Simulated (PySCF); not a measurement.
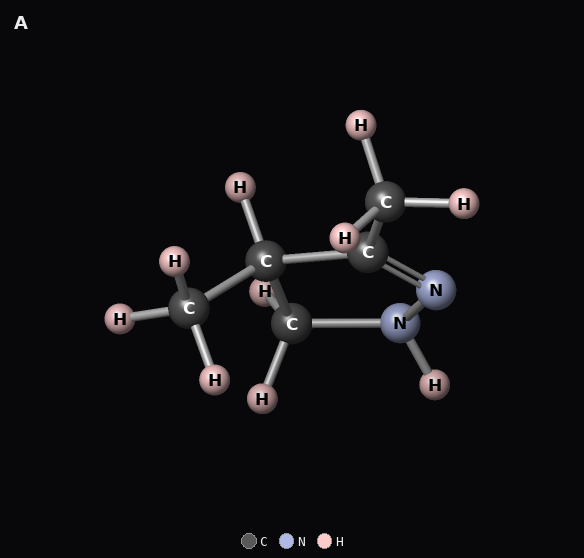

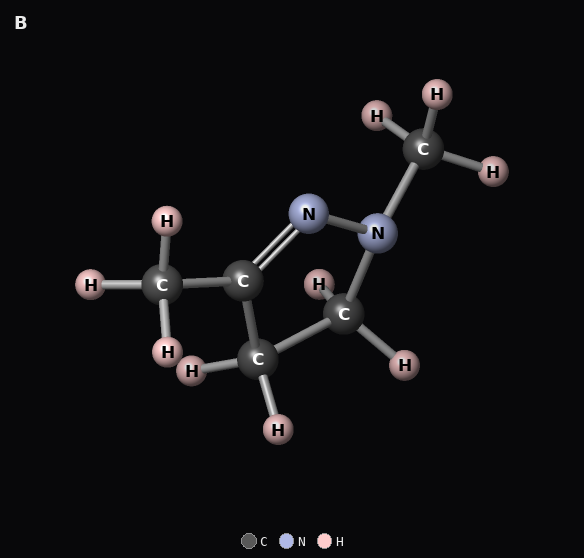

2 stationary structures of one formula. Geometries: GFN2-xTB. Electronic energies: CAM-B3LYP/def2-SVPD (PySCF 2.14.0), without zero-point energy. No frequency run is at hand to confirm each as a minimum.

### Rank them by energy, lowest first.

A is lowest; B lies 0.120 eV above it. A is `CC1=NNC[C@H]1C`, B is `CC1=NN(C)CC1`.
